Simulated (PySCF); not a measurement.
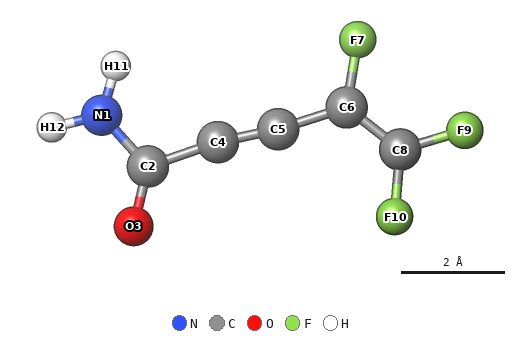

Fig. 1: The structure as given in the input (ball-and-stick view, seen on its broad side; atoms are numbered from 1 in the order of the input). Bond lengths as drawn: C–C 1.21 to 1.45 Å, C–F 1.32 to 1.35 Å, C–N 1.35 Å, C–O 1.21 Å and H–N 1.00 to 1.01 Å.

**What a change does: NMR shielding calculation on C₅H₂F₃NO**

System: C₅H₂F₃NO.
Method of run 1: GIAO PBE0/pcSseg-1 NMR shielding, non-relativistic, gas phase (PySCF 2.14.0).

The geometry comes from this level: GFN2-xTB. Text and figures count atoms from 1; the logs count them from 0 in places.

**Input, run 1**
```
{"job": {"kind": "nmr", "xc": "PBE0", "basis": "pcSseg-1", "pop": true, "scf": {"guess": "atom"}}, "charge": 0, "multiplicity": 1}
N      2.711995    -1.013457    -0.562410
C      1.940433     0.065477    -0.829934
O      2.293102     1.014285    -1.487690
C      0.617291    -0.024641    -0.240117
C     -0.509492     0.032711     0.188774
C     -1.800447    -0.022981     0.745668
F     -2.107022    -1.120956     1.464424
C     -2.721190     0.937177     0.602783
F     -3.936844     0.907647     1.114859
F     -2.515555     2.047234    -0.080594
H      2.380948    -1.784102    -0.009741
H      3.647978    -1.039081    -0.932049
```

The first line tells a small driver script what to run in PySCF; the rest is the geometry in Å.

Command:
```bash
OMP_NUM_THREADS=1 python <driver script> task.json out
```

Hardware: 1 CPU thread, shared host.

**Output (run 1)**
```
final grid: 123800 points
cycle   1  E = -620.1271491714  dE =  2.840e+00  |g| = 1.231e+00  |ddm| = 3.956e+00
cycle   2  E = -619.7463125783  dE =  3.808e-01  |g| = 1.762e+00  |ddm| = 3.530e+00
cycle   3  E = -620.3877286095  dE = -6.414e-01  |g| = 4.775e-01  |ddm| = 2.644e+00
cycle   4  E = -620.4345667821  dE = -4.684e-02  |g| = 1.526e-01  |ddm| = 4.928e-01
cycle   5  E = -620.4385326938  dE = -3.966e-03  |g| = 6.864e-02  |ddm| = 1.475e-01
cycle   6  E = -620.4394545347  dE = -9.218e-04  |g| = 2.668e-02  |ddm| = 6.616e-02
cycle   7  E = -620.4396211735  dE = -1.666e-04  |g| = 7.532e-03  |ddm| = 2.163e-02
cycle   8  E = -620.4396303113  dE = -9.138e-06  |g| = 3.346e-03  |ddm| = 8.790e-03
cycle   9  E = -620.4396329628  dE = -2.652e-06  |g| = 5.926e-04  |ddm| = 3.631e-03
cycle  10  E = -620.4396330315  dE = -6.871e-08  |g| = 2.744e-04  |ddm| = 8.518e-04
cycle  11  E = -620.4396330464  dE = -1.491e-08  |g| = 5.779e-05  |ddm| = 3.698e-04
cycle  12  E = -620.4396330469  dE = -5.416e-10  |g| = 2.922e-05  |ddm| = 6.710e-05
converged SCF energy = -620.4396330469

GIAO shielding tensors (ppm)
atom      isotropic    diamagn.    paramagn.     s11        s22        s33       span
  0 N      146.728     323.130    -176.403     48.164    151.550    240.469    192.305
  1 C       34.455     246.114    -211.659    -64.344     72.653     95.056    159.401
  2 O      -94.719     400.624    -495.343   -388.391   -216.423    320.657    709.048
  3 C       77.710     257.581    -179.871     -2.075     36.837    198.368    200.443
  4 C      110.515     261.879    -151.364     26.082     43.938    261.524    235.443
  5 C       63.093     248.348    -185.255     17.575     78.011     93.692     76.116
  6 F      361.791     471.319    -109.528    320.919    372.727    391.726     70.808
  7 C       10.760     251.637    -240.877    -57.493     32.391     57.383    114.876
  8 F      246.220     467.802    -221.582    192.035    261.416    285.209     93.174
  9 F      273.456     475.157    -201.701    254.640    263.176    302.551     47.910
 10 H       26.499      32.783      -6.284     22.088     25.696     31.712      9.624
 11 H       27.001      28.360      -1.359     22.542     23.305     35.155     12.613
```

Run 2 used a changed input.

**The two runs side by side**

| quantity | run 1 | run 2 |
| --- | --- | --- |
| outcome | converged | converged |
| total energy (hartree) | −620.439633 | −620.439633 |
| HOMO (eV) | −7.56 | −7.56 |
| LUMO (eV) | −1.89 | −1.89 |
| dipole moment (D) | 3.17 | 3.17 |
| shielding of C2 (ppm) | 34.5 | 34.5 |
| shielding of O3 (ppm) | −94.7 | −94.7 |
| shielding of C4 (ppm) | 77.7 | 77.7 |
| shielding of C5 (ppm) | 110.5 | 110.5 |
| shielding of C6 (ppm) | 63.1 | 63.1 |
| shielding of F7 (ppm) | 361.8 | 361.8 |
| shielding of F10 (ppm) | 273.5 | 273.5 |
| SCF iterations | 12 | 17 |
| basis functions | 180 | 180 |
| wall time (shared host) | 67 s | 81 s |

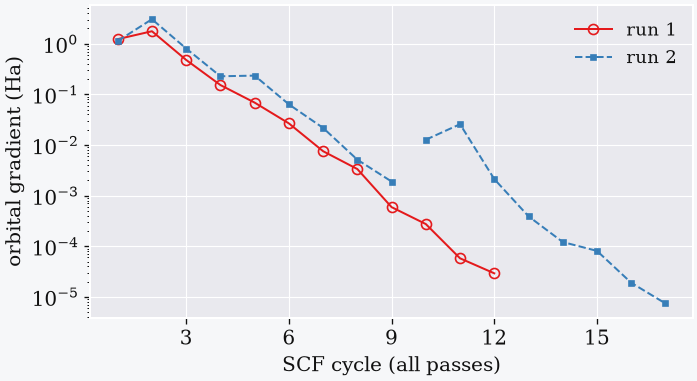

Fig. 2: Convergence of the two runs: orbital gradient against the SCF cycle. A break in a curve parts two SCF passes (coarse and final grid). Run 1 takes 12 cycles in all, and run 2 takes 17.

What was changed in the input?

The change (lines with − go, lines with + come):
```diff
-"pop": true
-"scf": {"guess": "atom"}
```

Both reach the same energy, so the change doesn't alter the result. No shielding changes by as much as 0.05 ppm. The SCF takes 17 iterations against 12.

**Output (run 2)**
```
coarse grid: 12080 points
cycle   1  E = -620.1067740837  dE =  2.076e+00  |g| = 1.130e+00  |ddm| = 3.705e+00
cycle   2  E = -617.1433938283  dE =  2.963e+00  |g| = 3.045e+00  |ddm| = 4.118e+00
cycle   3  E = -620.1793786780  dE = -3.036e+00  |g| = 8.033e-01  |ddm| = 3.632e+00
cycle   4  E = -620.3406171266  dE = -1.612e-01  |g| = 2.274e-01  |ddm| = 7.236e-01
cycle   5  E = -620.3411912896  dE = -5.742e-04  |g| = 2.343e-01  |ddm| = 3.795e-01
cycle   6  E = -620.3535170674  dE = -1.233e-02  |g| = 6.342e-02  |ddm| = 1.921e-01
cycle   7  E = -620.3543319956  dE = -8.149e-04  |g| = 2.172e-02  |ddm| = 6.141e-02
cycle   8  E = -620.3544220698  dE = -9.007e-05  |g| = 5.123e-03  |ddm| = 2.049e-02
cycle   9  E = -620.3544278755  dE = -5.806e-06  |g| = 1.899e-03  |ddm| = 7.048e-03
final grid: 123800 points
cycle  10  E = -620.4396021677  dE = -2.356e-05  |g| = 1.270e-02  |ddm| = 5.446e-02
cycle  11  E = -620.4395075063  dE =  9.466e-05  |g| = 2.572e-02  |ddm| = 3.445e-02
cycle  12  E = -620.4396321999  dE = -1.247e-04  |g| = 2.122e-03  |ddm| = 2.522e-02
cycle  13  E = -620.4396330243  dE = -8.244e-07  |g| = 3.905e-04  |ddm| = 2.143e-03
cycle  14  E = -620.4396330443  dE = -1.996e-08  |g| = 1.212e-04  |ddm| = 4.049e-04
cycle  15  E = -620.4396330455  dE = -1.209e-09  |g| = 8.104e-05  |ddm| = 1.321e-04
cycle  16  E = -620.4396330470  dE = -1.528e-09  |g| = 1.902e-05  |ddm| = 6.397e-05
cycle  17  E = -620.4396330471  dE = -7.503e-11  |g| = 7.424e-06  |ddm| = 1.916e-05
converged SCF energy = -620.4396330471

GIAO shielding tensors (ppm)
atom      isotropic    diamagn.    paramagn.     s11        s22        s33       span
  0 N      146.728     323.130    -176.403     48.165    151.550    240.469    192.304
  1 C       34.456     246.114    -211.658    -64.343     72.654     95.057    159.400
  2 O      -94.718     400.624    -495.342   -388.387   -216.425    320.659    709.047
  3 C       77.712     257.581    -179.869     -2.073     36.839    198.370    200.442
  4 C      110.517     261.879    -151.362     26.085     43.939    261.526    235.440
  5 C       63.092     248.348    -185.257     17.574     78.011     93.691     76.118
  6 F      361.788     471.319    -109.530    320.921    372.717    391.727     70.806
  7 C       10.761     251.637    -240.876    -57.492     32.391     57.383    114.875
  8 F      246.220     467.802    -221.582    192.032    261.413    285.213     93.182
  9 F      273.453     475.156    -201.703    254.638    263.177    302.544     47.906
 10 H       26.499      32.783      -6.284     22.088     25.696     31.712      9.624
 11 H       27.001      28.360      -1.359     22.542     23.305     35.155     12.613
```
